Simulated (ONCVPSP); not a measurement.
# Potentials for Al that differ in a few settings

Aim: generate and test one potential in full, then change a few of its settings and see what happens to hardness, ghosts and transferability.

Method: ONCVPSP 4.0.1, LDA (Perdew-Wang 92), scalar-relativistic.

### 1 The design

The settings as typed:

- element: aluminium (Al, Z = 13)
- type: optimised norm-conserving Vanderbilt (ONCV)
- frozen core: [Ne]
- valence charge: 3
- reference configuration: 3s2 3p1
- partial waves: 3s: rc 2.30 bohr, ncon 5, nbas 9, qcut 3.6 1/bohr, 1 projector; 3p: rc 2.75 bohr, ncon 4, nbas 8, qcut 3.3 1/bohr, 2 projectors, debl 1.4 Ha
- local potential: polynomial inside 1.55 bohr (lpopt 5, dvloc0 0 Ha)
- core correction: polynomial model core, fcfact 0.2

### 2 The first potential

Contents of Al.dat:

```
# ATOM AND REFERENCE CONFIGURATION
# atsym  z   nc   nv     iexc    psfile
  Al 13.00    3    2  -001012      upf
#
#   n    l    f
    1    0    2.00
    2    0    2.00
    2    1    6.00
    3    0    2.00
    3    1    1.00
#
# PSEUDOPOTENTIAL AND OPTIMIZATION
# lmax
    1
#
#   l,   rc,      ep,       ncon, nbas, qcut
    0    2.30    0.00    5    9    3.60
    1    2.75    0.00    4    8    3.30
#
# LOCAL POTENTIAL
# lloc, lpopt,  rc(5),   dvloc0
    4    5    1.55    0.00
#
# VANDERBILT-KLEINMAN-BYLANDER PROJECTORs
# l, nproj, debl
    0    1    1.30
    1    2    1.40
#
# MODEL CORE CHARGE
# icmod, fcfact, rcfact
    1    0.20    0.00
#
# LOG DERIVATIVE ANALYSIS
# epsh1, epsh2, depsh
   -2.00    5.00    0.02
#
# OUTPUT GRID
# rlmax, drl
    6.00    0.01
#
# TEST CONFIGURATIONS
# ncnf
    4
# nvcnf
#   n    l    f
    2
    3    0    2.00
    3    1    0.00
#
    2
    3    0    1.00
    3    1    0.00
#
    2
    3    0    2.00
    3    1    0.50
#
    2
    3    0    1.00
    3    1    1.00
#
```

Command:

```console
$ oncvpsp.x < Al.dat > Al.out
```

What the program wrote to Al.out (without the consistency checks and plot data):

```text
ONCVPSP  (Optimized Norm-Conservinng Vanderbilt PSeudopotential)
scalar-relativistic version 4.0.1

#   n    l    f        energy (Ha)
    1    0    2.00    -5.5281940E+01
    2    0    2.00    -3.9508576E+00
    2    1    6.00    -2.5622893E+00
    3    0    2.00    -2.8775247E-01
    3    1    1.00    -1.0230788E-01

Reference configufation results
  iterations    24
  all-electron total energy (Ha)   -2.41766020D+02

Begin loop to  construct optimized pseudo wave functions
and semi-local pseudopoentials for all angular momenta

Calculating optimized projector #   1

 for l=   0

    Fraction of norm inside rc  0.465819
    Optimizing pswf for qcut=   3.60 a_B^-1,  ecut=   6.47 Ha
    Residual kinetic energy error=  2.71D-04 Ha

    Energy error per electron        Cutoff
         Ha          eV             Ha
         0.01000     0.27211        3.30
         0.00100     0.02721        5.36
         0.00010     0.00272       11.32
         0.00001     0.00027       37.46

   Wellstate for l =  1  n =  5
     eigenvalue =   1.2977
     asymptotic potential =   1.7977
     half-point radius =  5.2789

Calculating optimized projector #   1

 for l=   1

    Fraction of norm inside rc  0.376127
    Optimizing pswf for qcut=   3.30 a_B^-1,  ecut=   5.43 Ha
    Residual kinetic energy error=  5.58D-06 Ha

    Energy error per electron        Cutoff
         Ha          eV             Ha
         0.01000     0.27211        1.31
         0.00100     0.02721        2.13
         0.00010     0.00272        2.83
         0.00001     0.00027        4.37

Calculating optimized projector #   2

 for l=   1

    Fraction of norm inside rc  0.189389
    Optimizing pswf for qcut=   3.30 a_B^-1,  ecut=   5.43 Ha
    Residual kinetic energy error=  7.33D-05 Ha

    Energy error per electron        Cutoff
         Ha          eV             Ha
         0.01000     0.27211        2.68
         0.00100     0.02721        3.49
         0.00010     0.00272        5.38
         0.00001     0.00027       20.31

Construct Vanderbilt / Kleinmman-Bylander projectors

B matrix Hermiticity error, ll=   1
   1   2   -2.9431E-05

  Orthonormal projector coefficients  1.7235E+00  2.0704E-01

Model core correction analysis
  based on d2Exc/dn_idn_j

d2excae - all-electron derivatives

   -2.684175D-02   -1.579309D-02
   -1.579798D-02   -9.778220D-03

d2excps - pseudofunction derivatives with no core correction

   -3.244413D-02   -1.837725D-02
   -1.838497D-02   -1.094294D-02

rms 2nd derivative error    3.395350E-03

Polynomial model core charge

d2excps - pseudofunction derivatives with core correction

   -2.738270D-02   -1.611510D-02
   -1.612002D-02   -9.919406D-03

rms 2nd derivative error    3.605410E-04

Pseudoatom total energy   -1.971698

Diagnostic tests using Vanderbilt-Kleinman-Bylander pseudopotentials
  1 or more projectors used as specified by nproj input data

   l    rcore       rmatch      e in        delta e   norm test  slope test

   0   2.3052243   2.3752159  -0.2877525  -0.0000009   0.9999996   1.0000080

   1   2.7583706   2.8421207  -0.1023079  -0.0000001   1.0000078   1.0000168
   1   2.7583706   2.8421207   1.2976921   0.0000084   1.0000687   1.0000687

 Testing for bound ghosts
   n   l    E NL Schr. Eq   E Basis Diag.   E Cutoff

   1   0       -0.287753       -0.285968     49.13

   2   1       -0.102308       -0.098444     39.58

 Testing for highly-localized positive-energy ghosts
       l    <radius>/rc     E Basis Diag.   E Cutoff

Test configuration 0

   n   l     f        eae           eps        diff
   1   0  2.0000  -55.28193956
   2   0  2.0000   -3.95085762
   2   1  6.0000   -2.56228932
   3   0  2.0000   -0.28775247   -0.28775336   -8.88D-07
   3   1  1.0000   -0.10230788   -0.10230800   -1.19D-07

    Total energies and differences
      AE_ref= -2.41766020D+02  AE_tst= -2.41766020D+02  dif=  0.00D+00
      PS_ref= -1.97169840D+00  PS_tst= -1.97169840D+00  dif=  8.88D-16
      PSP excitation error= -8.88D-16

Test configuration 1

   n   l     f        eae           eps        diff
   1   0  2.0000  -55.59509056
   2   0  2.0000   -4.25826699
   2   1  6.0000   -2.87010140
   3   0  2.0000   -0.54817653   -0.54780808    3.68D-04

    Total energies and differences
      AE_ref= -2.41766020D+02  AE_tst= -2.41551372D+02  dif=  2.15D-01
      PS_ref= -1.97169840D+00  PS_tst= -1.75712472D+00  dif=  2.15D-01
      PSP excitation error=  7.42D-05

Test configuration 2

   n   l     f        eae           eps        diff
   1   0  2.0000  -56.06049498
   2   0  2.0000   -4.70961759
   2   1  6.0000   -3.32137754
   3   0  1.0000   -0.87938017   -0.87868379    6.96D-04

    Total energies and differences
      AE_ref= -2.41766020D+02  AE_tst= -2.40839522D+02  dif=  9.26D-01
      PS_ref= -1.97169840D+00  PS_tst= -1.04589097D+00  dif=  9.26D-01
      PSP excitation error=  6.91D-04

Test configuration 3

   n   l     f        eae           eps        diff
   1   0  2.0000  -55.42529014
   2   0  2.0000   -4.09222798
   2   1  6.0000   -2.70381688
   3   0  2.0000   -0.41075087   -0.41063722    1.14D-04
   3   1  0.5000   -0.21235058   -0.21228985    6.07D-05

    Total energies and differences
      AE_ref= -2.41766020D+02  AE_tst= -2.41688028D+02  dif=  7.80D-02
      PS_ref= -1.97169840D+00  PS_tst= -1.89371439D+00  dif=  7.80D-02
      PSP excitation error=  8.15D-06

Test configuration 4

   n   l     f        eae           eps        diff
   1   0  2.0000  -55.65859937
   2   0  2.0000   -4.32070844
   2   1  6.0000   -2.93188012
   3   0  1.0000   -0.57758396   -0.57734973    2.34D-04
   3   1  1.0000   -0.36170559   -0.36143203    2.74D-04

    Total energies and differences
      AE_ref= -2.41766020D+02  AE_tst= -2.41337530D+02  dif=  4.28D-01
      PS_ref= -1.97169840D+00  PS_tst= -1.54332726D+00  dif=  4.28D-01
      PSP excitation error=  1.19D-04
```

Wall time 2.4 s (1 thread, shared host).

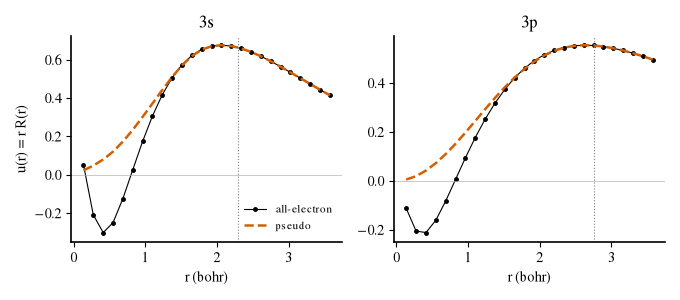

Bound waves of the atom and their pseudo partners (3s, 3p), with the matching radii dotted. The curves join 26 sampled radii.

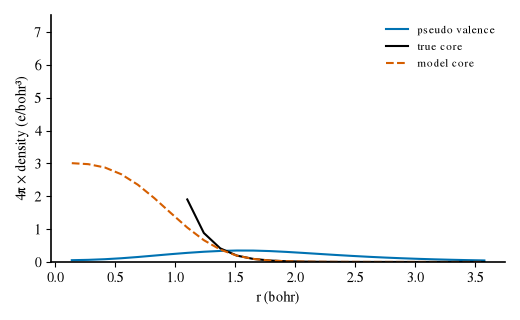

Valence density, true core and model core. The true core is left out near the nucleus, where the program caps it.

### 3 The configuration tests of the same run

The tests as a table, with energies relative to 3s2 3p1.

```csv
valence configuration,charge,ΔE all-electron (eV),error AE − PS (meV)
3s2 3p0,+1,5.841,+2.0
3s1 3p0,+2,25.211,+19
3s2 3p0.5,+0.5,2.122,+0.2
3s1 3p1,+1,11.660,+3.2
```

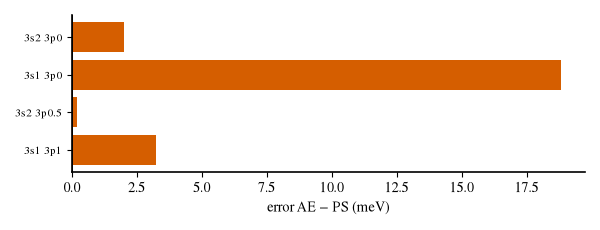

Error of the potential in each test configuration.

### 4 Does it scatter like the atom?

Taken from the files of the generation run. The phase is arctan(r·R′/R) of the radial function R, unwrapped, with energies in Ha. A pole is an energy at which the radial function vanishes at the test radius. The pseudo phase is shifted by a multiple of π to meet the all-electron one at the reference energy. Levels narrower than the energy grid can be missing from the poles. The last column is the largest difference on the grid between −0.5 and +0.5 Ha.

| channel | radius (bohr) | reference (Ha) | poles AE | poles PS | window around the reference with phases within 0.05 rad (Ha) | largest difference near zero (rad) |
| --- | --- | --- | --- | --- | --- | --- |
| s | 2.33 | -0.29 | 0.70 | 0.59, 1.86 | below 0.7 | 0.014 |
| p | 2.79 | -0.10 | 0.56, 3.44 | 0.56, 3.28 | below 3.8 | 0.001 |

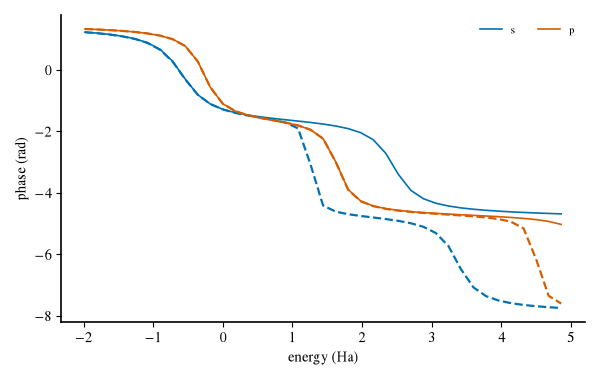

Phases by channel: all-electron solid, pseudo dashed.

### 5 Convergence and ghost test

From the same output: the cutoffs (Ha) at which the residual kinetic energy of the hardest occupied pseudo-wave falls to 1 and 0.1 mHa per electron are 5.4 Ha and 11 Ha.

The program's own ghost test: no bound ghost flagged; no localised positive-energy state flagged.

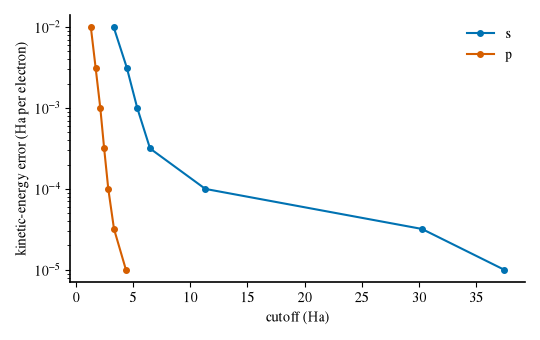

Convergence profile of the first projector's wave in each channel.

### 6 Now with p: qcut 3.3 → 3 1/bohr; core correction Teter function, fcfact 3, rcfact 1.35 …

In full, the change is: p: qcut 3.3 → 3 1/bohr; core correction Teter function, fcfact 3, rcfact 1.35 (was polynomial model core, fcfact 0.2).

Al.dat: that of step 2 with these lines changed.

```diff
@@ -17,3 +17,3 @@
     0    2.30    0.00    5    9    3.60
-    1    2.75    0.00    4    8    3.30
+    1    2.75    0.00    4    8    3.00
 #
@@ -30,3 +30,3 @@
 # icmod, fcfact, rcfact
-    1    0.20    0.00
+    3    3.00    1.35
 #
```

Command:

```console
$ oncvpsp.x < Al.dat > Al.out
```

The output, Al.out (without the consistency checks and plot data):

```text
ONCVPSP  (Optimized Norm-Conservinng Vanderbilt PSeudopotential)
scalar-relativistic version 4.0.1

[... all-electron levels as in step 2 ...]

Begin loop to  construct optimized pseudo wave functions
and semi-local pseudopoentials for all angular momenta

Calculating optimized projector #   1

 for l=   0

    Fraction of norm inside rc  0.465819
    Optimizing pswf for qcut=   3.60 a_B^-1,  ecut=   6.47 Ha
    Residual kinetic energy error=  2.71D-04 Ha

    Energy error per electron        Cutoff
         Ha          eV             Ha
         0.01000     0.27211        3.30
         0.00100     0.02721        5.36
         0.00010     0.00272       11.32
         0.00001     0.00027       37.46

   Wellstate for l =  1  n =  5
     eigenvalue =   1.2977
     asymptotic potential =   1.7977
     half-point radius =  5.2789

Calculating optimized projector #   1

 for l=   1

    Fraction of norm inside rc  0.376127
    Optimizing pswf for qcut=   3.01 a_B^-1,  ecut=   4.52 Ha
    Residual kinetic energy error=  7.65D-06 Ha

    Energy error per electron        Cutoff
         Ha          eV             Ha
         0.01000     0.27211        1.31
         0.00100     0.02721        2.14
         0.00010     0.00272        2.85
         0.00001     0.00027        4.29

Calculating optimized projector #   2

 for l=   1

    Fraction of norm inside rc  0.189389
    Optimizing pswf for qcut=   3.01 a_B^-1,  ecut=   4.52 Ha
    Residual kinetic energy error=  1.92D-04 Ha

    Energy error per electron        Cutoff
         Ha          eV             Ha
         0.01000     0.27211        2.68
         0.00100     0.02721        3.47
         0.00010     0.00272        5.32
         0.00001     0.00027       26.04

Construct Vanderbilt / Kleinmman-Bylander projectors

B matrix Hermiticity error, ll=   1
   1   2   -2.9431E-05

  Orthonormal projector coefficients  1.7078E+00  2.0936E-01

Model core correction analysis
  based on d2Exc/dn_idn_j

d2excae - all-electron derivatives

   -3.505743D-02   -2.673435D-02
   -2.673433D-02   -2.768781D-02

d2excps - pseudofunction derivatives with no core correction

   -4.066317D-02   -2.932211D-02
   -2.932492D-02   -2.885336D-02

rms 2nd derivative error    3.398182E-03

rmatch, rhocmatch    1.4031    0.3537

Teter function model core charge with specified parameters

d2excps - pseudofunction derivatives with core correction

   -3.688217D-02   -2.760862D-02
   -2.760889D-02   -2.806509D-02

rms 2nd derivative error    1.118174E-03

Pseudoatom total energy   -1.967874

Diagnostic tests using Vanderbilt-Kleinman-Bylander pseudopotentials
  1 or more projectors used as specified by nproj input data

   l    rcore       rmatch      e in        delta e   norm test  slope test

   0   2.3052243   2.3752159  -0.2877525  -0.0000009   0.9999996   1.0000080

   1   2.7583706   2.8421207  -0.1023079  -0.0000001   1.0000078   1.0000168
   1   2.7583706   2.8421207   1.2976921   0.0000084   1.0000688   1.0000688

 Testing for bound ghosts
   n   l    E NL Schr. Eq   E Basis Diag.   E Cutoff

   1   0       -0.287753       -0.285968     49.13

   2   1       -0.102308       -0.098444     39.58

 Testing for highly-localized positive-energy ghosts
       l    <radius>/rc     E Basis Diag.   E Cutoff

Test configuration 0

   n   l     f        eae           eps        diff
   1   0  2.0000  -55.28193956
   2   0  2.0000   -3.95085762
   2   1  6.0000   -2.56228932
   3   0  2.0000   -0.28775247   -0.28775336   -8.88D-07
   3   1  1.0000   -0.10230788   -0.10230800   -1.19D-07

    Total energies and differences
      AE_ref= -2.41766020D+02  AE_tst= -2.41766020D+02  dif=  0.00D+00
      PS_ref= -1.96787385D+00  PS_tst= -1.96787385D+00  dif=  4.44D-16
      PSP excitation error= -4.44D-16

Test configuration 1

   n   l     f        eae           eps        diff
   1   0  2.0000  -55.59509056
   2   0  2.0000   -4.25826699
   2   1  6.0000   -2.87010140
   3   0  2.0000   -0.54817653   -0.54775231    4.24D-04

    Total energies and differences
      AE_ref= -2.41766020D+02  AE_tst= -2.41551372D+02  dif=  2.15D-01
      PS_ref= -1.96787385D+00  PS_tst= -1.75330369D+00  dif=  2.15D-01
      PSP excitation error=  7.77D-05

Test configuration 2

   n   l     f        eae           eps        diff
   1   0  2.0000  -56.06049498
   2   0  2.0000   -4.70961759
   2   1  6.0000   -3.32137754
   3   0  1.0000   -0.87938017   -0.87743873    1.94D-03

    Total energies and differences
      AE_ref= -2.41766020D+02  AE_tst= -2.40839522D+02  dif=  9.26D-01
      PS_ref= -1.96787385D+00  PS_tst= -1.04256913D+00  dif=  9.25D-01
      PSP excitation error=  1.19D-03

Test configuration 3

   n   l     f        eae           eps        diff
   1   0  2.0000  -55.42529014
   2   0  2.0000   -4.09222798
   2   1  6.0000   -2.70381688
   3   0  2.0000   -0.41075087   -0.41062901    1.22D-04
   3   1  0.5000   -0.21235058   -0.21228863    6.19D-05

    Total energies and differences
      AE_ref= -2.41766020D+02  AE_tst= -2.41688028D+02  dif=  7.80D-02
      PS_ref= -1.96787385D+00  PS_tst= -1.88988998D+00  dif=  7.80D-02
      PSP excitation error=  8.29D-06

Test configuration 4

   n   l     f        eae           eps        diff
   1   0  2.0000  -55.65859937
   2   0  2.0000   -4.32070844
   2   1  6.0000   -2.93188012
   3   0  1.0000   -0.57758396   -0.57694095    6.43D-04
   3   1  1.0000   -0.36170559   -0.36128186    4.24D-04

    Total energies and differences
      AE_ref= -2.41766020D+02  AE_tst= -2.41337530D+02  dif=  4.28D-01
      PS_ref= -1.96787385D+00  PS_tst= -1.53965014D+00  dif=  4.28D-01
      PSP excitation error=  2.67D-04
```

It took 2.4 s on 1 thread, shared host.

Excitation and ionisation energies from 3s2 3p1, with the error of the potential.

| valence configuration | charge | ΔE all-electron (eV) | error AE − PS (meV) |
| --- | --- | --- | --- |
| 3s2 3p0 | +1 | 5.841 | +2.1 |
| 3s1 3p0 | +2 | 25.211 | +32 |
| 3s2 3p0.5 | +0.5 | 2.122 | +0.2 |
| 3s1 3p1 | +1 | 11.660 | +7.3 |

With this change the loose cutoff stays at 5.4 Ha, the largest test error goes from +19 to +32 meV and there is no bound ghost.

### 7 All runs side by side

Cutoffs, loose and tight: the cutoffs (Ha) at which the residual kinetic energy of the hardest occupied pseudo-wave falls to 1 and 0.1 mHa per electron; empty and scattering waves don't count. The number of plane waves in a given cell goes as the cutoff to the power 3/2; it is given for the loose cutoff, relative to the first potential. Test errors are all-electron less pseudo. The phase difference is the largest within 0.5 Ha of zero, over the channels with partial waves.

```csv
change,outcome,"cutoff, loose","cutoff, tight","plane waves, relative",bound ghosts,largest test error (meV),phase difference near zero (rad)
first potential,generated,5.4 Ha,11 Ha,1.00,none,+19,0.014
"p: qcut 3.3 → 3 1/bohr; core correction Teter function, fcfact 3, rcfact 1.35 (was polynomial model core, fcfact 0.2)",generated,5.4 Ha,11 Ha,1.00,none,+32,0.014
```

Among those with the same tests, the first potential has the smallest worst error, +19 meV.

The first potential by itself. By total energies transferability is good: the largest error is 19 meV on 25.2 eV, for 3s1 3p0. It counts as soft on the atom at that tolerance, with 5.4 Ha needed at the looser tolerance. At the looser tolerance the 3s wave is the slowest; 3p needs 2 Ha. No bound ghost shows below the valence levels.
